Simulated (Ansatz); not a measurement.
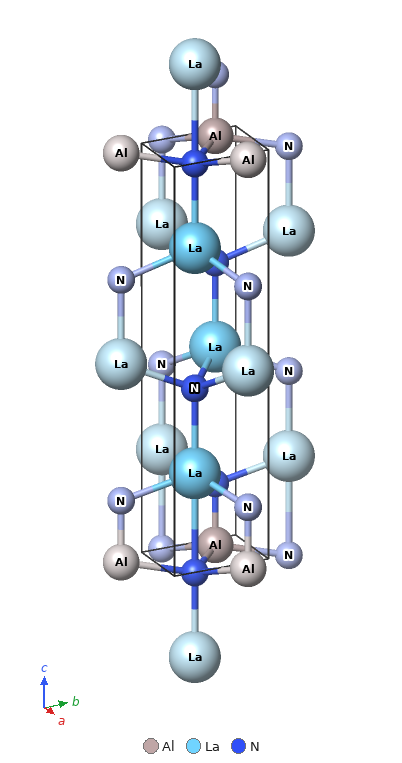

Shown here is a ball-and-stick view of the crystal, taken slightly off an axis. The frame is the conventional unit cell; atoms at its boundary are shown with their periodic copies. Neighbours across the faces are drawn wherever a bond reaches them, in fainter colours.

La$_{3}$AlN$_{4}$, space group P3m1 (No. 156), a = 3.836 Å, b = 3.836 Å, c = 12.125 Å, α = 90.00°, β = 90.00°, γ = 120.00°. The structure was taken from a structure type filled with these elements by a generator (whether the compound takes this form wasn't checked). Earlier steps of the study, as a rule a relaxation of our own, may have changed the cell and positions, so they can lie some per cent off the listed ones. It was the input of a calculation with Ansatz.

This one geometry was computed with Ansatz (DFT, plane waves, PAW) at five levels of theory: HSE06, PBE0, PBE, PBE with spin-orbit coupling and r2SCAN. It was relaxed beforehand with r2SCAN.

### Which level gives the highest pressure at this volume, and what does that say about its equilibrium volume?

Highest: PBE (0.9 GPa) and PBE with spin-orbit coupling (0.8 GPa), which points to the largest equilibrium volume. Lowest, with the smallest volume: HSE06 (-0.9 GPa) and PBE0 (-0.8 GPa). Levels within 0.5 GPa of each other can't be told apart.

### How does the band gap change with the level of theory?

PBE with spin-orbit coupling: a gap of 0.38 eV, indirect; PBE: a gap of 0.40 eV, indirect; r2SCAN: a gap of 0.65 eV, indirect; HSE06: a gap of 1.26 eV, indirect; PBE0: a gap of 1.93 eV, indirect.

### Collect the results in a table.

| level | cutoff (eV) | k-mesh of the run's cell | gap (eV) | pressure (GPa) |
| --- | --- | --- | --- | --- |
| HSE06 | 420 | 6×6×2 | 1.26 | -0.9 |
| PBE0 | 420 | 6×6×2 | 1.93 | -0.8 |
| PBE | 420 | 12×12×2 | 0.40 | 0.9 |
| PBE with spin-orbit coupling | 420 | 12×12×2 | 0.38 | 0.8 |
| r2SCAN | 500 | 12×12×2 | 0.65 | 0.0 |

Gaps are taken on the k-mesh or band path of each run.
